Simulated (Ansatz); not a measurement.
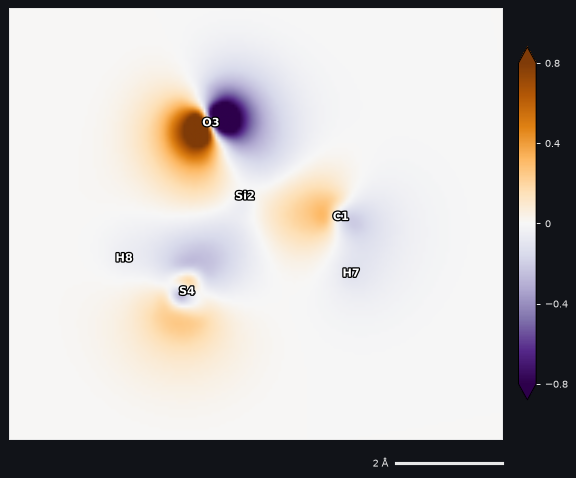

CH$_{4}$OSSi. The HOMO on the plane of atoms C1, Si2 and O3 (values in Å⁻³ᐟ²; the overall sign is arbitrary).

These are results of Ansatz 0.2.0, RKS B3LYP-D4/def2-SVP, not measurements.

```yaml
atoms:
  - { symbol: C, position_ang: [-0.1949, 1.2494, -0.1763] }
  - { symbol: Si, position_ang: [0.5076, -0.4548, 0.1000] }
  - { symbol: O, position_ang: [1.9857, -0.8411, 0.2551] }
  - { symbol: S, position_ang: [-1.0864, -1.8589, 0.1705] }
  - { symbol: H, position_ang: [0.1537, 1.6306, -1.1500] }
  - { symbol: H, position_ang: [0.1866, 1.9321, 0.5996] }
  - { symbol: H, position_ang: [-1.2945, 1.2556, -0.1607] }
  - { symbol: H, position_ang: [-0.2579, -2.9129, 0.3619] }
```

**What is the character of this orbital?**

Its weight (Hirshfeld) is mainly on O3 (about 70 %) and S4 (about 10 %); largely a lone pair of O3. Its energy is −7.42 eV.
